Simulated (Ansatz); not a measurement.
```csv
atom,x (Å),y (Å),z (Å)
In,-2.1063,0.8088,1.9554
H,0.2328,-1.3060,0.2891
C,0.7139,-0.6807,-0.4775
H,0.2861,0.3315,-0.4681
Cl,-1.4713,2.6080,0.4358
H,0.5538,-1.1365,-1.4637
H,1.7911,-0.6252,-0.2709
```

Core potentials replace the inner electrons of In.

Computed with RKS PBE0/def2-SVP (Ansatz 0.2.0).

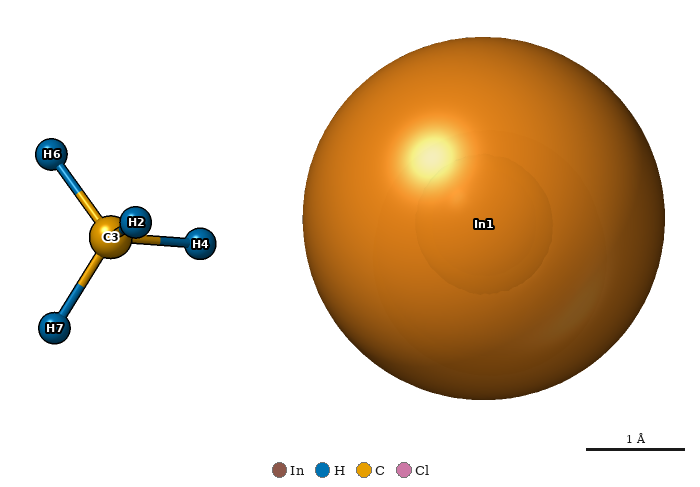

ClIn···CH4. One frontier orbital at ±0.08 Å⁻³ᐟ² (orange and purple are the two phases), seen from one side.

**Which orbital is it: HOMO or LUMO?**

The HOMO, at −7.15 eV. It lies mainly on In1 (about 60 %) and Cl5 (about 40 %).
